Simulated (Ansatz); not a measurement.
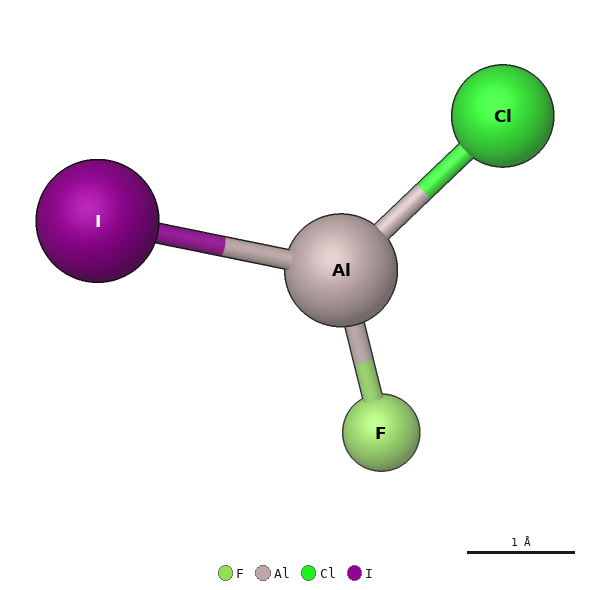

Depth is shown by fading: the farther an atom, the more it takes the colour of the background. The computed structure is the end point of a PBE-D4/def2-SVP optimisation. No frequency run is at hand to confirm it as a minimum. Masses are those of the most abundant isotopes; constants are for the rigid equilibrium geometry.

### What kind of rotor is it, and what are its rotational constants in MHz?

An asymmetric top (Cs): A = 4113, B = 965, C = 782 MHz. Ray's parameter κ is −0.89, close to the prolate limit.
